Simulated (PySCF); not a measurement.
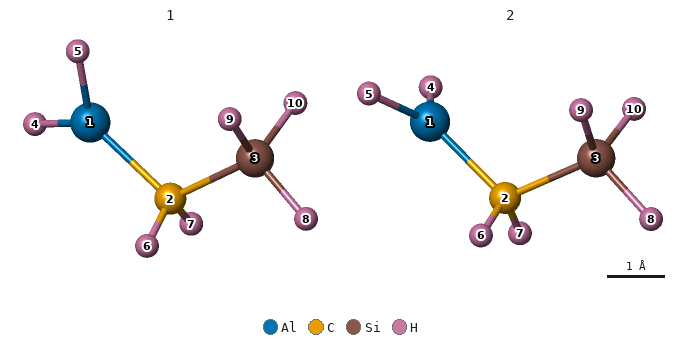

Two geometries of CH7AlSi, drawn at one scale. One is the start of a relaxation, the other its converged end. The picture is a ball-and-stick view, seen at a tilt.

The calculation used PySCF, PBE0-D3(BJ)/def2-SVP geometry optimisation, gas phase. 

Q: Which one is relaxed?

A: Structure 2 is the relaxed one. The start comes from GFN2-xTB. Its atoms were then displaced at random by about 0.01 Å. The energy falls by 15.9 kJ/mol in 20 geometry steps. H4 moves most after the best rigid fit: 1.19 Å. Largest moves by element: H 1.19 Å, C 0.17 Å, Si 0.16 Å, Al 0.06 Å. Among the contacts that change: Si3–H8 1.436 → 1.497 Å, C2–Si3 1.921 → 1.878 Å, Si3–H9 1.457 → 1.498 Å, Al1–C2 1.994 → 1.954 Å. Among the angles between lasting bonds that change: H4–Al1–H5 112.5° → 120.2°, C2–Al1–H4 126.9° → 120.0°, C2–Si3–H8 109.5° → 112.5°. Groups turn about Al1–C2 by about 65°.
